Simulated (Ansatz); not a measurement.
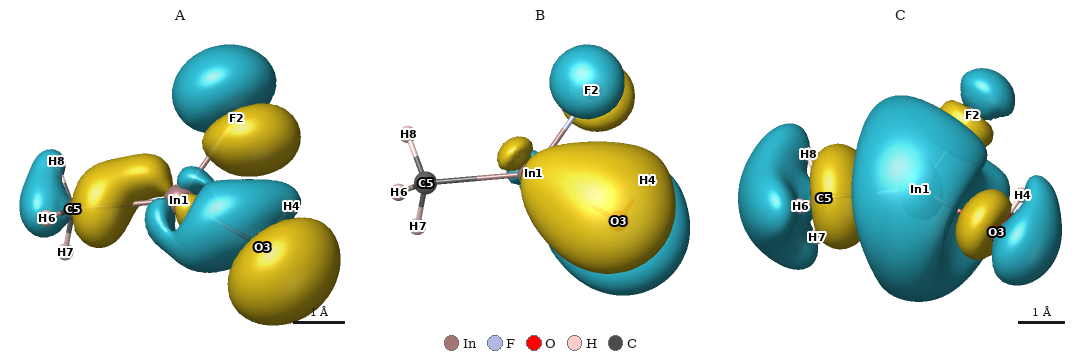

The picture shows: CH₄FInO. Three frontier orbitals at ±0.06 Å⁻³ᐟ² (yellow and cyan are the two phases), in no order.

Core potentials replace the inner electrons of In.

Theory: UKS PBE/def2-SVP (Ansatz 0.2.0).

Input file:

```
crystal:
  periodic: [false, false, false]
  atoms:
    - { symbol: In, position_ang: [-0.4091, -0.5649, 0.0945] }
    - { symbol: F, position_ang: [1.3969, -2.084, 0.2068] }
    - { symbol: O, position_ang: [-0.9689, -2.3456, 0.3802] }
    - { symbol: H, position_ang: [0.2877, -2.5462, 0.3332] }
    - { symbol: C, position_ang: [-0.1151, 1.6475, -0.2201] }
    - { symbol: H, position_ang: [-0.451, 2.1606, 0.676] }
    - { symbol: H, position_ang: [-0.6889, 1.9496, -1.0917] }
    - { symbol: H, position_ang: [0.9484, 1.783, -0.3787] }
magnetization:
  spin_polarized: true
basis:
  gaussian: { orbitals: def2-SVP }
hamiltonian:
  xc: pbe
relax:
  f_tol: 0.15
  max_steps: 25
  restrain:
    - { distance: [3, 1], at: 2.18, k: 30.0 }
    - { distance: [0, 1], at: 1.99, k: 30.0 }
    - { distance: [3, 2], at: 0.97, k: 30.0 }
output:
  orbitals: {}
```

Launched as:

```sh
ansatz run input.yaml --threads 2 --pin off --max-ram 3072MiB --backend cpu --events-out ev --progress --plain --runs-dir out
```

The fields are those of the run's last geometry, not of the input's.

### Which picture is the HOMO−1, the HOMO and the LUMO?

A is the HOMO−1 (−6.70 eV). Its weight (Hirshfeld) is mainly on O3 (about 45 %), F2 (about 40 %) and In1 (about 10 %); largely a combination of lone pairs on O3 and F2. B is the HOMO (−6.29 eV). By Hirshfeld shares it lies mainly on O3 (about 80 %), In1 (about 10 %) and F2 (about 5 %); largely a lone pair of O3. C is the LUMO (−2.09 eV). It lies mainly on In1 (about 45 %), C5 (about 20 %), O3 (about 15 %) and F2 (about 5 %).

### What is the HOMO–LUMO gap?

4.20 eV between the orbital energies.
